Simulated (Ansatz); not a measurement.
# LiY in Pnma, a phase reached by a soft mode: following an unstable mode, part 3 of 3

Aim: this structure of LiY in Pnma, a phase reached by a soft mode is to be tested for unstable modes, and one is followed downhill.

Ansatz 0.2.0; DFT PBEsol, scalar-relativistic, plane waves, PAW.

So far. Step 5 (Energy along the mode, all amplitudes (two of the runs …): The lowest of the steps tried is at 0.45 Å, 14.0 meV/atom below the parent; the bottom of the well need not coincide with a step. Step 7 (The new phase in its own primitive cell): The largest force component left is 0.69 meV/Å and the pressure is -0.003 GPa, within the tolerances set. The cell now holds 25.32 Å³/atom.

The structure was built from a prototype and need not be the compound's stable phase.

### 8. Modes of the new phase

A relaxed structure may still be a saddle point, so its zone-centre modes are computed. No field response is asked, since the mesh shows no gap.

File input.yaml:

```yaml
crystal:
  lattice:
    - [5.0938320333, 0.0, 0.0]
    - [0.0, 6.2974852992, 0.0]
    - [0.0, 0.0, 6.3138460023]
  atoms:
    - { symbol: Li, position: [0.0, 0.3086609695, 0.6147398568] }
    - { symbol: Li, position: [0.5, 0.9436345848, 0.9694967093] }
    - { symbol: Li, position: [0.5, 0.0563654152, 0.4694967093] }
    - { symbol: Li, position: [0.0, 0.6913390305, 0.1147398568] }
    - { symbol: "Y", position: [0.0, 0.8093226268, 0.645741496] }
    - { symbol: "Y", position: [0.5, 0.4509370382, 0.8385584917] }
    - { symbol: "Y", position: [0.5, 0.5490629618, 0.3385584917] }
    - { symbol: "Y", position: [0.0, 0.1906773732, 0.145741496] }
kpoints:
  mp_grid: { grid: [8, 6, 6] }
hamiltonian:
  xc: pbesol
scf:
  occupations: { method: methfessel_paxton, width: 0.2 }
output:
  eigenvalues: true
phonons:
  method: dfpt
```

The run is started by

```sh
$ ansatz run input.yaml --threads 4 --pin off --max-ram 14336MiB --backend cpu --events-out ev --progress --plain --runs-dir out
```

Numbers of over 12 decimals in the logs are rounded to 6 here.

Log:

```text
[...]
Crystal: 8 atoms, lattice volume = 202.538 Å³
Basis set: ecut = 420 eV, 3969 PW (Γ), exchange–correlation on 72×90×96 points (8 copies of the dense FFT grid, shifted against one another)
Bands: 36, of which v1, the nominal top of the filled ones, is band 28 counted from 1 (27 counted from 0)
Symmetry: 4 space group operations
k-points: 100 of 288 (irreducible under 2 space group operations, time reversal used)
[...]
SCF iter   1: F=—  HF=-15990.724884 eV  |F-HF|=—  |Δ(HF+E_count)|=         —  Δρ=3.71e-3  dr2=6.36e-2  ethr=1.77e-3  ⟨swp⟩=6.9  Hψ=16251  notcnv=0
[...]
SCF iter  10: F=-15990.716656 eV  HF=-15990.716656 eV  |F-HF|=1.82e-12  |Δ(HF+E_count)|=    0.00e0  S|Δr|=    0.00e0  Δρ=2.33e-8  dr2=1.43e-12  ethr=1.00e-12  ⟨swp⟩=5.2  Hψ=13829  notcnv=0
the search or the solves at the SCF's close seem to have found levels that the self-consistency loop had missed (the run counts 1). By its estimate they hold under 1e-12 electrons; where the run keeps them, the occupations were computed again with them
SCF 1 converged in 10 iterations: F = -15990.716656 eV  dr2 = 1.43e-12
[...]
SCF converged after 10 iterations
[...]
Free energy (F): -15990.716656 eV
[...]
Internal energy: -15990.718329 eV  (E = F + TS)
E sigma→0 (E₀):  -15990.717074 eV
Entropy (-TS):   0.001673 eV (0.209 meV/atom)
Fermi energy:    6.434577 eV
[...]
--- Band table (eV; the first three rows and the last of 100) ---
  k-point 0: bands = [... 24 lower, 5.5508, 5.7461, 6.0114, 6.2825, 6.3897, 6.8408, 6.9531, 7.3292, ... 4 higher]
  k-point 1: bands = [... 24 lower, 5.6465, 5.9226, 6.1007, 6.3549, 6.5042, 6.6686, 6.7481, 7.3950, ... 4 higher]
  k-point 2: bands = [... 24 lower, 5.8843, 6.0289, 6.3484, 6.4714, 6.4863, 6.5184, 6.6033, 7.1424, ... 4 higher]
  k-point 99: bands = [... 24 lower, 5.5989, 5.5989, 5.6859, 5.6859, 6.9247, 6.9247, 7.0061, 7.0061, ... 4 higher]
[...]
ASR residual: 1.755e-5 → 0.000e0 eV/Å²; symmetrization residual: 1.589e-6 eV/Å²
[...]
```

The job ended after 5 min (4 threads of Arm Neoverse V1, shared host; peak memory 2.6 GiB; 19 min of CPU time).

Numbers from this step:

```yaml
sum_rule_residual_before_enforcement: 1.76e-5 eV/Å²
point_group: mm2
highest_optical_mode_at_the_zone_centre_no_lo_to_term: 331.2 cm⁻¹
lowest_optical_zone_centre_mode: 52.92 cm⁻¹
```

Patterns of degenerate modes are one choice out of their space. Modes at Γ, with each element's share of the kinetic energy:

| mode | frequency (cm⁻¹) | symmetry | Li % | Y % |
| --- | --- | --- | --- | --- |
| 1 | 0.0 | acoustic | 7 | 93 |
| 2 | 0.0 | acoustic | 7 | 93 |
| 3 | 0.0 | acoustic | 7 | 93 |
| 4 | 52.9 | A1 | 9 | 91 |
| 5 | 57.4 | B2 | 7 | 93 |
| 6 | 62.1 | A1 | 6 | 94 |
| 7 | 70.5 | B2 | 3 | 97 |
| 8 | 88.9 | A2 | 3 | 97 |
| 9 | 93.6 | A1 | 8 | 92 |
| 10 | 96.0 | B1 | 5 | 95 |
| 11 | 102.8 | A2 | 1 | 99 |
| 12 | 143.6 | A1 | 84 | 16 |
| 13 | 168.0 | B2 | 1 | 99 |
| 14 | 220.6 | B2 | 95 | 5 |
| 15 | 262.4 | A2 | 98 | 2 |
| 16 | 265.5 | B2 | 96 | 4 |
| 17 | 265.6 | A1 | 91 | 9 |
| 18 | 284.3 | B1 | 93 | 7 |
| 19 | 294.3 | B2 | 94 | 6 |
| 20 | 307.7 | A1 | 98 | 2 |
| 21 | 308.9 | B1 | 95 | 5 |
| 22 | 325.5 | A2 | 98 | 2 |
| 23 | 331.1 | B2 | 96 | 4 |
| 24 | 331.2 | A1 | 97 | 3 |

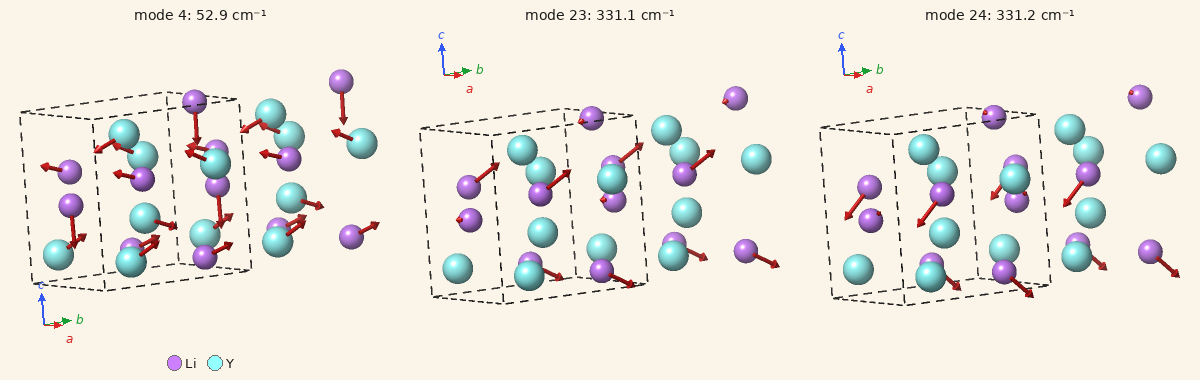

Displacement patterns of modes 4, 23 and 24 at Γ; arrows are exaggerated. 1×2×1 cells are drawn. Some periodic images of atoms are drawn too.

Before it was imposed, the acoustic sum rule was missed by 1.8e-5 eV/Å². Small misses are needed for a sound result but don't prove that mesh and cutoff are converged. The lowest optical mode is real, 52.9 cm⁻¹.

### 9. The phases reached

The phases reached along the modes that were followed are set side by side.

Energies are those of the first relaxation, on the mesh of the frozen mode; space group, volume and gap are those of the last relaxation. Phases, by row:

| mode frozen in | space group | energy from parent (meV/atom) | volume (Å³/atom) | gap on mesh (eV) | lowest zone-centre optical mode (cm⁻¹) | largest shift (Å) |
| --- | --- | --- | --- | --- | --- | --- |
| parent | Pnma | 0 | 25.02 | 0 | – | – |
| q = (0, 0, 0), 50i cm⁻¹ | Pmc2_1 | -19.86 | 25.32 | 0 | 52.9 | 0.499 |

### 10. Results

| Item | Value |
| --- | --- |
| unstable mode of the parent | q = (0, 0, 0), 50i cm⁻¹ |
| depth at the lowest point sampled | 14.0 meV/atom |
| largest atomic shift at that point | 0.45 Å |
| space group reached (within 0.01 Å) | Pmc2_1 |
| energy gained over the parent (first relaxation, on the mesh of the frozen mode) | 19.9 meV/atom |
| volume per atom, phase reached | 25.3 Å³ |
| lowest optical zone-centre mode, phase reached | 52.9 cm⁻¹ |
| highest optical mode at the zone centre (no LO-TO term), phase reached | 331 cm⁻¹ |

**Reading.** Along this mode the structure falls into Pmc2_1, 19.9 meV/atom below the parent. At the parent's cell the well is 14.02 meV/atom deep on the steps tried, with its lowest point at a shift of 0.45 Å. Relaxing atoms and cell changes the gain by +5.84 meV/atom against the lowest step (energies at zero smearing). The new phase has no imaginary mode at the zone centre of its cell; other wavevectors were not checked. Each path keeps the symmetry of its pattern, so a lower phase may lie along a pattern not tried. With no gap, or one that is small against the smearing, the frequencies hang on the k mesh and the smearing, most of all near Kohn anomalies. The starting cell was built on a prototype and not taken from a measurement, so the phase need not exist.

[Logs are printed without paths, hosts, clocks, repeated set-up lines and the standing remarks that a program may print on its own settings, such as how far it seeks lower states.]

[Hosts, paths, dates, database ids (printed as entryN), source tags and the programs' standing remarks are cut or masked in the printed files.]
